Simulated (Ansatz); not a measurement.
The figure comes from a scan of ZrB₂ (AlB2 type, space group P6/mmm): a phonon pattern at M = (0.5, 0.0, 0.0) is frozen into a 6-atom cell, Q being the largest atomic displacement. Level of theory: PBE (plane waves to 420 eV, PAW, scalar-relativistic; Ansatz, a program for electronic structure). k mesh 17×17×13 (Γ-centred), Fermi-Dirac smearing 0.05 eV. With partly filled bands, energies and forces of such displacements shift with the k mesh and the smearing. ZrB2 is run without spin polarisation. ZrB2 was relaxed with its symmetry unable to fall. 

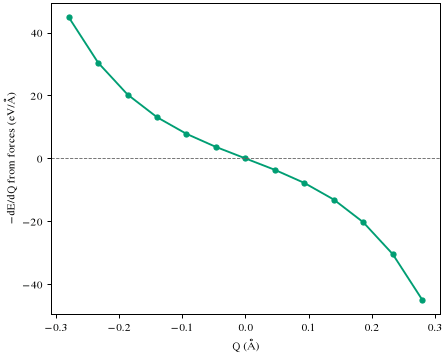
−dE/dQ from forces (eV/Å) against Q (Å); one marker a computed point.

Q: List the plotted points as numbers.

A: To the nearest 2:

```csv
Q (Å),−dE/dQ from forces (eV/Å)
-0.280,44
-0.233,30
-0.187,20
-0.140,14
-0.093,8
-0.047,4
0.000,0
0.047,-4
0.093,-8
0.140,-14
0.187,-20
0.233,-30
0.280,-44
```

(For displaced atoms, the force is minus the slope of the energy, and its curvature is a force constant, which sets phonon frequencies.)
